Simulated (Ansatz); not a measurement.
# Mg2BeN2: complex band structure, part 2 of 4

Aim: relax a made-up compound, Mg2BeN2, and see how good a tunnel barrier it would be. It is built by putting N for P, Be for Ba in the BaMg2P2 structure of space group P-3m1, with the volume rescaled by atomic radii. The parent structure comes from the Materials Project.

Ansatz 0.2.0; r2SCAN DFT, plane waves, PAW files (the session's first sound run).

So far. Step 2 (Relaxing the new crystal): The largest force component on a free atom ends at 0.0016 eV/Å.

The structure was built from a prototype and need not be the compound's stable phase.

## Step 3: Band edges

The energy window and the wavevectors of the next steps follow from the band edges, so these are searched first, off the mesh as well.

The input, input.yaml:

```yaml
crystal:
  lattice:
    - [3.3570534454, 0.0, 0.0]
    - [-1.6785267227, 2.9072935656, 0.0]
    - [0.0, 0.0, 5.0851984458]
  atoms:
    - { symbol: Be, position: [0.0, 0.0, 0.0] }
    - { symbol: Mg, position: [0.6666666667, 0.3333333333, 0.3133598873] }
    - { symbol: Mg, position: [0.3333333333, 0.6666666667, 0.6866401127] }
    - { symbol: "N", position: [0.6666666667, 0.3333333333, 0.7799519831] }
    - { symbol: "N", position: [0.3333333333, 0.6666666667, 0.2200480169] }
kpoints:
  mp_grid: { grid: [8, 8, 4] }
  band_path: { path: [VBM, CBM], npoints: 30 }
scf:
  occupations: { method: fixed }
hamiltonian:
  xc: r2scan
output:
  eigenvalues: true
  write_potential: true
  write_density: true
  volumetric_format: npy
  elf: true
```

Run with:

```sh
ansatz run input.yaml --threads 2 --pin off --max-ram 4096MiB --backend cpu --events-out ev --progress --plain --runs-dir out
```

Numbers of over 12 decimals in the logs are rounded to 6 here.

What it wrote:

```text
[...]
Crystal: 5 atoms, lattice volume = 49.631 Å³
Basis set: ecut = 500 eV, 1267 PW (Γ), exchange–correlation on 100×100×160 points (64 copies of the dense FFT grid, shifted against one another)
Bands: 21, of which v1, the nominal top of the filled ones, is band 16 counted from 1 (15 counted from 0)
Symmetry: 12 space group operations
[...]
k-points: 35 of 256
[...]
SCF iter   1: F=—  HF=-4717.524724 eV  |F-HF|=—  |Δ(HF+E_count)|=         —  Δρ=9.32e-3  dr2=2.70e-2  dr2_τ=1.76e-1  ethr=1.77e-3  ⟨swp⟩=5.0  Hψ=3122  notcnv=0  defer=101
[...]
SCF iter   7: F=-4717.715752 eV  HF=-4717.715752 eV  |F-HF|=6.68e-9  |Δ(HF+E_count)|=   3.03e-7  Δρ=4.09e-6  dr2=8.84e-9  dr2_τ=1.56e-10  ethr=3.13e-10  ⟨swp⟩=6.1  Hψ=2873  notcnv=0
SCF 1 converged in 7 iterations: F = -4717.715752 eV  dr2 = 8.84e-9
[...]
NSCF: frozen V_eff on 34 k-points
[...]
SCF converged after 7 iterations
Free energy (F): -4717.715752 eV
[...]
Internal energy: -4717.715752 eV  (E = F + TS)
E sigma→0 (E₀):  -4717.715752 eV
Fermi energy:    8.544915 eV
[...]
--- Band table (eV; the first three rows and the last of 35) ---
  k-point 0: bands = [... 12 lower, 6.8700, 7.2012, 7.2012, 8.5449, 10.4473, 12.4509, 15.6612, 15.6612, ... 1 higher]
  k-point 1: bands = [... 12 lower, 6.9170, 7.1611, 7.1611, 7.1618, 11.4782, 12.6157, 15.5610, 15.5610, ... 1 higher]
  k-point 2: bands = [... 12 lower, 6.9956, 6.9956, 7.0894, 7.0894, 11.9897, 13.1064, 15.4708, 15.4708, ... 1 higher]
  k-point 34: bands = [... 12 lower, 4.0751, 4.6547, 7.6624, 7.7152, 13.6387, 14.4548, 15.3283, 15.4501, ... 1 higher]
```

Wall time 2.3 s (2 threads of AMD EPYC 9R45, shared host); peak memory 0.46 GiB; 4.2 s of CPU time.

The column dr2 measures how far the density is from self-consistency, as an energy; F and HF (Harris–Foulkes) agree once it is small.

This step gave:

```yaml
fermi_energy: 8.545 eV
gap_on_the_k_mesh: 1.902 eV
gap_on_path: 1.902 eV, by band count; negative where bands overlap
direct_gap_on_path: 1.902 eV
edge_places_on_path: 0, 0 1/A along the path
```

Levels at VBM (eV): -5.62, -1.67, -1.67, -1.34, -1.34, 0.00, 1.90, 3.91, 7.12, 7.12.

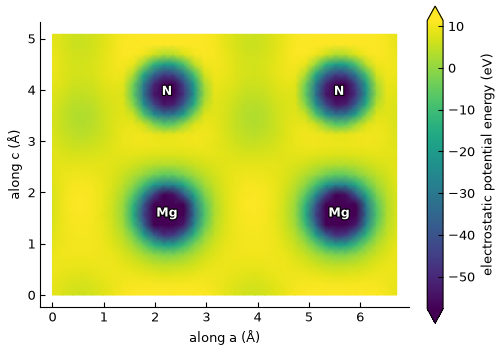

Electrostatic potential energy in the ac plane at fractional y = 0.333, with atoms of Mg and N within 0.2 Å of it. With pseudopotentials it is smooth inside the atoms' cores, unlike the true potential.

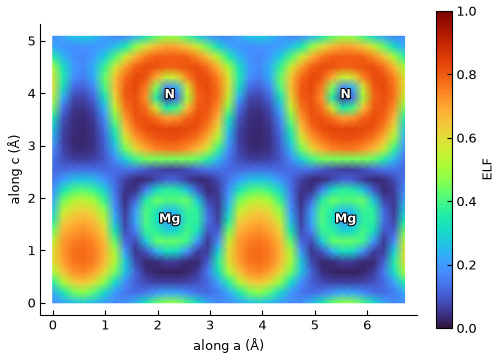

ELF in the ac plane at fractional y = 0.333, with atoms of Mg and N within 0.2 Å of it. It is the smooth field of the valence electrons, not physical close to the nuclei.

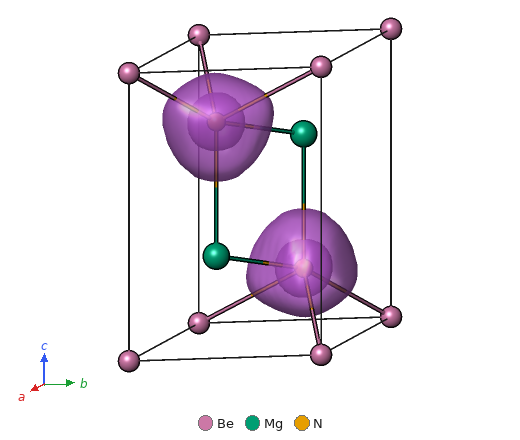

Surface of ELF = 0.76. Bonds to atoms that aren't drawn are left out.

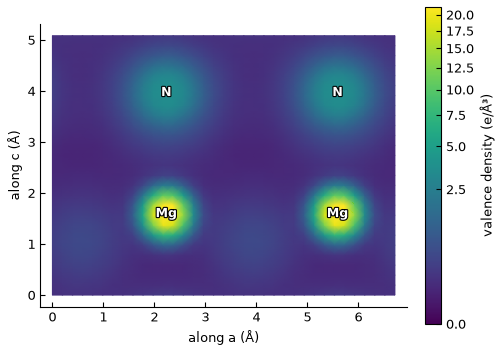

Valence density in the ac plane at fractional y = 0.333, with atoms of Mg and N within 0.2 Å of it. It is the smooth field of the valence electrons, not physical close to the nuclei. The colour scale is stretched toward low values.

The searched edges give 1.90 eV, as on the mesh.

## Step 4: Decaying states in the gap, plane (001), k-mesh 8×8×6

This step: r2SCAN DFT, plane waves, PAW files; complex bands by layer matching along the plane's normal (Ansatz 0.2.0).

The same crystal is laid in a cell whose first two vectors span the (001) plane (indices of the standard conventional cell, whose axes can be ordered otherwise than in the bulk input). At fixed energy and wavevector in the plane the solver finds all kz, real and complex. A few wavevectors are listed, (0, 0) and (0.5, 0) in units of the plane's reciprocal vectors; the slowest state needn't be among them.

The input, input.yaml:

```yaml
crystal:
  lattice:
    - [3.357053445, 0.0, 0.0]
    - [1.678526723, 2.907293566, 0.0]
    - [0.0, 0.0, 5.085198446]
  atoms:
    - { symbol: Be, position: [0.0, 0.0, 0.0] }
    - { symbol: Mg, position: [0.3333333333, 0.3333333333, 0.3133598873] }
    - { symbol: Mg, position: [0.6666666667, 0.6666666667, 0.6866401127] }
    - { symbol: "N", position: [0.3333333333, 0.3333333333, 0.7799519831] }
    - { symbol: "N", position: [0.6666666667, 0.6666666667, 0.2200480169] }
kpoints:
  mp_grid: { grid: [8, 8, 6] }
scf:
  occupations: { method: fixed }
hamiltonian:
  xc: r2scan
output:
  eigenvalues: true
  transmission:
    leads: [[0, 0]]
    kpoints: [[0.0, 0.0], [0.5, 0.0]]
    e_range: [-1.0, 2.9]
    de: 0.07
```

What it wrote:

```text
[...]
Crystal: 5 atoms, lattice volume = 49.631 Å³
Basis set: ecut = 500 eV, 1267 PW (Γ), exchange–correlation on 100×100×160 points (64 copies of the dense FFT grid, shifted against one another)
Bands: 21, of which v1, the nominal top of the filled ones, is band 16 counted from 1 (15 counted from 0)
Symmetry: 12 space group operations
[...]
k-points: 50 of 384
[...]
SCF iter   1: F=—  HF=-4717.525116 eV  |F-HF|=—  |Δ(HF+E_count)|=         —  Δρ=9.32e-3  dr2=2.69e-2  dr2_τ=1.76e-1  ethr=1.77e-3  ⟨swp⟩=5.0  Hψ=4503  notcnv=0  defer=144
[...]
SCF iter   7: F=-4717.716101 eV  HF=-4717.716101 eV  |F-HF|=6.69e-9  |Δ(HF+E_count)|=   2.99e-7  Δρ=4.00e-6  dr2=8.34e-9  dr2_τ=1.62e-10  ethr=3.13e-10  ⟨swp⟩=6.2  Hψ=4182  notcnv=0
SCF 1 converged in 7 iterations: F = -4717.716101 eV  dr2 = 8.34e-9
[...]
transmission: 7 of 14 steps passed
transmission: 14 of 14 steps passed
SCF converged after 7 iterations
Free energy (F): -4717.716101 eV
[...]
Internal energy: -4717.716101 eV  (E = F + TS)
E sigma→0 (E₀):  -4717.716101 eV
Fermi energy:    8.544614 eV
[...]
--- Band table (eV; the first three rows and the last of 50) ---
  k-point 0: bands = [... 12 lower, 6.8698, 7.2010, 7.2010, 8.5446, 10.4472, 12.4509, 15.6611, 15.6611, ... 1 higher]
  k-point 1: bands = [... 12 lower, 6.8916, 7.1827, 7.1827, 7.7893, 11.0586, 12.5137, 15.6096, 15.6096, ... 1 higher]
  k-point 2: bands = [... 12 lower, 6.9480, 6.9480, 7.1332, 7.1332, 11.7860, 12.7950, 15.5147, 15.5147, ... 1 higher]
  k-point 49: bands = [... 12 lower, 4.0749, 4.6546, 7.6621, 7.7150, 13.6386, 14.4547, 15.3281, 15.4499, ... 1 higher]
--- Transmission ---
  basis      : 109 plane waves across, 7 finite elements along
  points     : 2, as listed
  energies   : 56 from -1.000000 to 2.850000 eV about the Fermi level, 0.070000 eV apart; the leads are filled to 0.951268 eV, and channels, transmission and decay are at 0.960000 eV
  crystal 0  : Be1N2Mg2, at the sites [0, 0], period 5.0852 Å: whole cells are its period
    offset         : up to 0.0000 Å between an atom of the period and one for which it stands
    channels       : 0.000000e0 a spin
    conductance    : none, the energies end too early or step too widely for 300 K: set another output.transmission.e_range or a lower de, or, where they end at an eighth of basis.ecutwfc, a higher one
    slowest decay  : 0.1434 /Å at (0.0000, 0.0000)
```

Wall time 2.9 s (2 threads); peak memory 0.51 GiB.

This step gave:

```
free energy                                               : -4717.7161 eV
gap on the k-mesh                                         : 1.903 eV
level to which the leads are filled                       : 0.9513 eV from the Fermi level
decay constant at the filling level, zone centre          : 0.1434 Å⁻¹
decay constant at the filling level, slowest listed point : 0.1434 Å⁻¹
```

K parallel (0, 0); values up to 1.5 1/Å, a degenerate pair printed once or twice; energies at which all values exceed this have no row. Table of Im kz of the slowest decaying states by energy, zero at the highest filled level on the SCF mesh:

```csv
energy (eV),decay 1 (Å⁻¹),decay 2 (Å⁻¹),decay 3 (Å⁻¹)
-1.00,0.929,1.15,-
-0.79,0.983,1.14,-
-0.58,1.02,1.12,-
-0.30,1.05,1.10,-
-0.09,1.06,1.09,-
-0.02,1.06,1.08,-
0.12,0.0683,1.07,1.07
0.33,0.107,1.06,1.08
0.61,0.132,1.04,1.08
0.82,0.141,1.02,1.08
1.03,0.143,1.01,1.08
1.24,0.138,0.989,1.08
1.52,0.118,0.965,1.07
1.73,0.0852,0.946,1.06
1.94,0.926,1.06,-
2.15,0.905,1.05,-
2.43,0.873,1.04,-
2.64,0.846,1.03,-
2.85,0.814,1.02,-
```

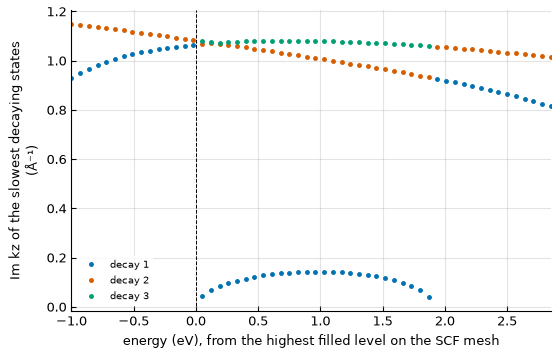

Im kz of the slowest decaying states against energy.

K parallel (0, 0). Table of Re kz of states that move upwards, channel 1 by energy, zero at the highest filled level on the SCF mesh:

```csv
energy (eV),"Re kz of states that move upwards, channel 1 (Å⁻¹)"
-1.00,-0.247
-0.79,-0.212
-0.58,-0.175
-0.30,-0.119
-0.09,-0.0619
-0.02,-0.0284
0.12,-
0.33,-
0.61,-
0.82,-
1.03,-
1.24,-
1.52,-
1.73,-
1.94,0.0428
2.15,0.117
2.43,0.186
2.64,0.236
2.85,0.287
```

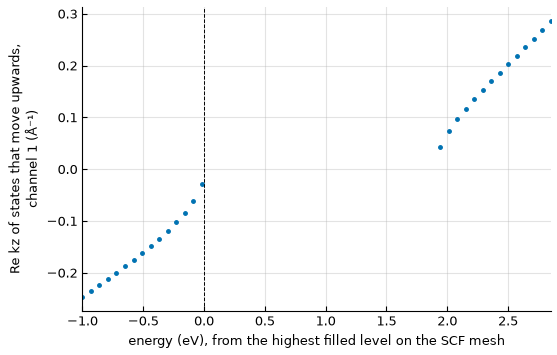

Re kz of states that move upwards, channel 1, plotted against energy.

K parallel (0.5, 0); values up to 1.5 1/Å, a degenerate pair printed once or twice; energies at which all values exceed this have no row. Im kz of the slowest decaying states against energy, zero at the highest filled level on the SCF mesh:

```
energy (eV)  decay 1 (Å⁻¹)  decay 2 (Å⁻¹)  decay 3 (Å⁻¹)
      -1.00          0.196          0.230           1.10
      -0.79          0.241          0.333           1.08
      -0.58          0.273          0.398           1.07
      -0.30          0.303          0.460           1.04
      -0.09          0.320          0.495           1.03
      -0.02          0.325          0.505           1.02
       0.12          0.333          0.523           1.01
       0.33          0.343          0.547          0.991
       0.61          0.351          0.571          0.967
       0.82          0.355          0.586          0.948
       1.03          0.356          0.598          0.929
       1.24          0.355          0.608          0.909
       1.52          0.351          0.619          0.883
       1.73          0.345          0.624          0.862
       1.94          0.337          0.629          0.840
       2.15          0.327          0.631          0.818
       2.43          0.309          0.633          0.787
       2.64          0.292          0.633          0.762
       2.85          0.271          0.631          0.736
```

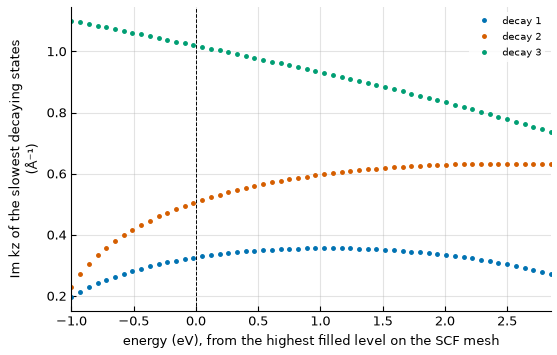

Im kz of the slowest decaying states, plotted against energy.

At the listed wavevectors the last open channel is at -0.02 eV and the next at +1.94 eV on the grid. At +0.96 eV, the grid energy nearest the filling level (the middle of the gap on the SCF mesh), the slowest state at the listed wavevectors decays with κ = 0.143 Å⁻¹, its amplitude falling by e over 7.0 Å. Through 1 nm of this crystal that state's transmission falls by exp(−2 × 0.143 Å⁻¹ × 10 Å) = 0.057.

## Step 5: Decay over the two-dimensional zone

The listed points could miss the slowest state, so one energy near mid-gap is solved on a mesh of 14×14.

input.yaml, as its differences from that of step 4:

```diff
@@ -19,6 +19,2 @@
   eigenvalues: true
-  transmission:
-    leads: [[0, 0]]
-    kpoints: [[0.0, 0.0], [0.5, 0.0]]
-    e_range: [-1.0, 2.9]
-    de: 0.07
+  transmission: { leads: [[0, 0]], kmesh: [14, 14], e_range: [0.95, 0.96], de: 0.05 }
```

What it wrote:

```text
[...]
Crystal: 5 atoms, lattice volume = 49.631 Å³
Basis set: ecut = 500 eV, 1267 PW (Γ), exchange–correlation on 100×100×160 points (64 copies of the dense FFT grid, shifted against one another)
Bands: 21, of which v1, the nominal top of the filled ones, is band 16 counted from 1 (15 counted from 0)
Symmetry: 12 space group operations
[...]
k-points: 50 of 384
[...]
SCF iter   1: F=—  HF=-4717.525116 eV  |F-HF|=—  |Δ(HF+E_count)|=         —  Δρ=9.32e-3  dr2=2.69e-2  dr2_τ=1.76e-1  ethr=1.77e-3  ⟨swp⟩=5.0  Hψ=4503  notcnv=0  defer=144
[...]
SCF iter   7: F=-4717.716101 eV  HF=-4717.716101 eV  |F-HF|=6.69e-9  |Δ(HF+E_count)|=   2.99e-7  Δρ=4.00e-6  dr2=8.34e-9  dr2_τ=1.62e-10  ethr=3.13e-10  ⟨swp⟩=6.2  Hψ=4182  notcnv=0
SCF 1 converged in 7 iterations: F = -4717.716101 eV  dr2 = 8.34e-9
[...]
transmission: 28 of 168 steps passed
transmission: 56 of 168 steps passed
[...]
transmission: 168 of 168 steps passed
SCF converged after 7 iterations
Free energy (F): -4717.716101 eV
[...]
Internal energy: -4717.716101 eV  (E = F + TS)
E sigma→0 (E₀):  -4717.716101 eV
Fermi energy:    8.544614 eV
[...]
--- Band table (eV; the first three rows and the last of 50) ---
  k-point 0: bands = [... 12 lower, 6.8698, 7.2010, 7.2010, 8.5446, 10.4472, 12.4509, 15.6611, 15.6611, ... 1 higher]
  k-point 1: bands = [... 12 lower, 6.8916, 7.1827, 7.1827, 7.7893, 11.0586, 12.5137, 15.6096, 15.6096, ... 1 higher]
  k-point 2: bands = [... 12 lower, 6.9480, 6.9480, 7.1332, 7.1332, 11.7860, 12.7950, 15.5147, 15.5147, ... 1 higher]
  k-point 49: bands = [... 12 lower, 4.0749, 4.6546, 7.6621, 7.7150, 13.6386, 14.4547, 15.3281, 15.4499, ... 1 higher]
--- Transmission ---
  basis      : 109 plane waves across, 7 finite elements along
  points     : 24, standing for a mesh of 14 x 14
  energies   : 1 from 0.950000 to 0.950000 eV about the Fermi level; the leads are filled to 0.951268 eV, and channels, transmission and decay are at 0.950000 eV
  crystal 0  : Be1N2Mg2, at the sites [0, 0], period 5.0852 Å: whole cells are its period
[...]
channels       : 0.000000e0 a spin
    conductance    : none, crystal 0 has no channel at the energies, or these end too early or step too widely for 300 K: set another output.transmission.e_range or a lower de, or, where they end at an eighth of basis.ecutwfc, a higher one
    slowest decay  : 0.1434 /Å at (0.0000, 0.0000)
```

Run time: 2.7 s. Hardware: 2 threads; peak memory 0.49 GiB.

Numbers from this step:

```
least decay constant on the mesh : 0.1434 Å⁻¹
```

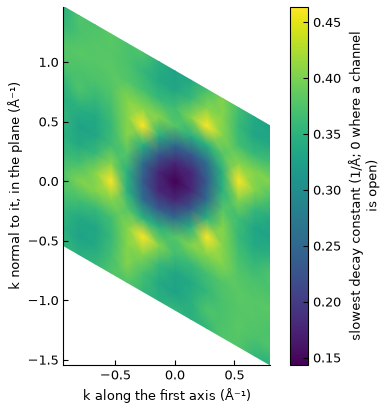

Slowest decay constant (1/Å; 0 where a channel is open) over k1 and k2. At 0.9500 eV from the Fermi level.

The least value on the mesh is 0.143 Å⁻¹ at +0.95 eV. At that energy the listed points give about 0.143 Å⁻¹ by interpolation, so the mesh holds no clearly slower state.

(Continued in part 3 of 4.)

[Logs are printed without paths, hosts, clocks, repeated set-up lines and the standing remarks that a program may print on its own settings, such as how far it seeks lower states.]

[Hosts, paths, dates, database ids (printed as entryN), source tags and the programs' standing remarks are cut or masked in the printed files.]
